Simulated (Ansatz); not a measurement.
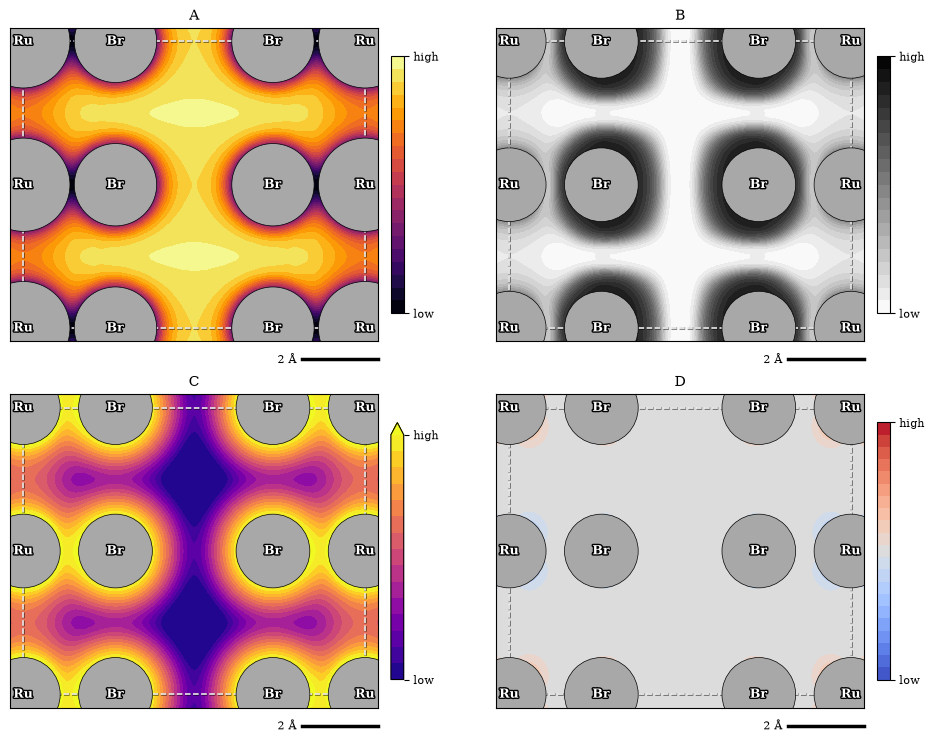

RuBr$_{4}$: 4 fields on the (010) plane of the conventional cell, with unlabelled colour scales. Grey discs cover the atomic cores.

Space group Cmmm; a structure from a database of computed crystals, not necessarily the ambient phase; a generated structure, not necessarily the stable one; changed on purpose from its base cell (volume × 1.03, shape and atoms relaxed); spin-polarised.

Computed with Ansatz 0.2.0, DFT PBE, scalar-relativistic, plane waves, PAW.

Question: The panels show electron localisation function, electrostatic potential energy of an electron, spin density and valence pseudo-density in some order. Assign them.

Answer: Panel A: electrostatic potential energy of an electron (low next to the atoms, rising into the space between them). Panel B: electron localisation function. Panel C: valence pseudo-density. Panel D: spin density (confined to the magnetic sites and close to zero elsewhere). From the grid: Ru–Br (2.42 Å): the density is about 0.61 e/Å³ at the midpoint; the ELF is about 0.45 at the midpoint.
